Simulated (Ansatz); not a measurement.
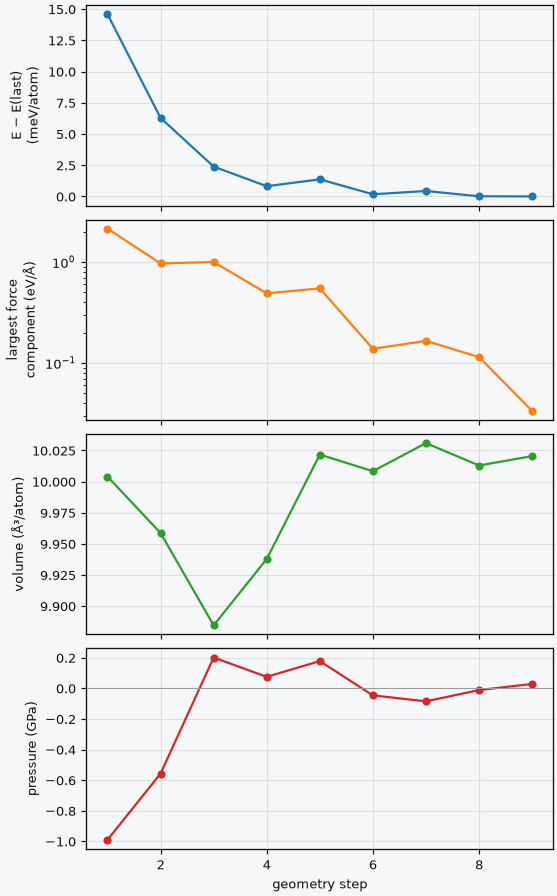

History of a geometry optimisation. Atoms and cell relax. A closing SCF on a freshly chosen basis isn't drawn.

- system: Zn2H10C8O11 (P1, 31 atoms in the cell)
- method: DFT PBE+D3(BJ), scalar-relativistic, plane waves, PAW in Ansatz; cutoff 420 eV, 6×2×2 k-mesh, Gaussian smearing of 0.1 eV

> How did it end, and what did it gain?

The optimisation met its thresholds at geometry 9, counting the start as the first. The energy fell by about 15 meV/atom from the first step to the last. Steps 5 and 7 went uphill and were rejected by the line search. The largest force component goes from about 2.1 eV/Å at the start to 0.034 eV/Å at the end.

> What happens to the cell?

The volume grows from 10.00 to 10.02 Å³ per atom (+0.2 %), as the pressure goes from −0.99 GPa to about 0 GPa.
